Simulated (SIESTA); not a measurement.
Band structure of TlCl (Fm-3m, 2 atoms in the cell).

```
TlCl
1.0
    0.00000     3.21955     3.21955
    3.21955     0.00000     3.21955
    3.21955     3.21955     0.00000
Tl Cl
1 1
Direct
  0.00000   0.00000   0.00000
  0.50000   0.50000   0.50000
```

Method of the run: LDA PW92, numerical atomic orbitals DZP, PseudoDojo LDA standard norm-conserving potentials (rewritten from UPF to PSML) (SIESTA).

Settings: XC.functional = LDA; XC.authors = PW92; potentials = PseudoDojo LDA standard; PAO.BasisSize = DZP; PAO.EnergyShift = 0.01 Ry; MeshCutoff = 400 Ry; kgrid.MonkhorstPack = 5 5 5; OccupationFunction = FD; ElectronicTemperature = 10 meV; MaxSCFIterations = 150; SCF.Mixer.Method = Broyden; SCF.Mixer.Weight = 0.25; SCF.Mixer.History = 8; SCF.DM.Tolerance = 1.0E-05.

The starting cell comes from a database of computed structures (which also holds hypothetical and non-ambient phases and stackings), without a prior relaxation at this level. Spin-orbit coupling is off. Values carry the incompleteness of an atom-centred basis.

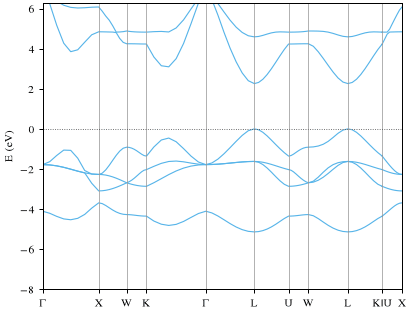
Bands along the path, energies from the top of the valence band on the path.

Read off roughly the gap and where its edges lie.

The gap along the path is about 2.3 eV (computed: 2.26 eV), direct at L to within 0.01 eV.

Levels in eV from the top of the valence band on the path, bands 7 to 11:
```
point      7      8      9     10    11
-----  -----  -----  -----  -----  ----
Γ      -4.11  -1.78  -1.78  -1.78  6.75
X      -3.69  -3.09  -2.27  -2.27  4.84
W      -4.27  -2.69  -2.69  -0.91  4.25
K      -4.35  -2.87  -2.03  -1.36  4.23
L      -5.14  -1.62  -1.62   0.00  2.26
U      -4.35  -2.87  -2.03  -1.36  4.23
```

Higher empty bands are left out: an atom-centred basis made for the valence describes them poorly.
